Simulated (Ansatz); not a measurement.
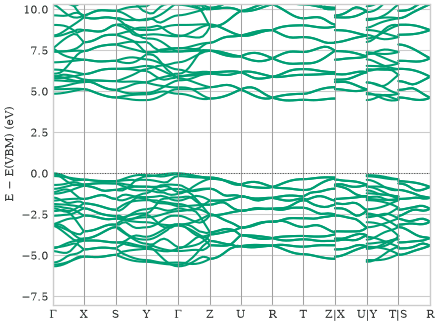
*Band structure from PBEsol in the plane-wave PAW code Ansatz*

The gap is 4.34 eV; an edge lies off the plotted path or next to a special point (maximum on the Y–Γ line, 96 % of the way from Y, minimum off the standard path).

The material is HfO2 in space group Pca2_1 (No. 29; Hf on 4a, O on 4a, O on 4a).

The PBEsol relaxation kept the symmetry of its start. No spin polarisation was allowed. Spin–orbit coupling is left out wherever it is not named.

Potentials: the later of the program's two PAW sets.
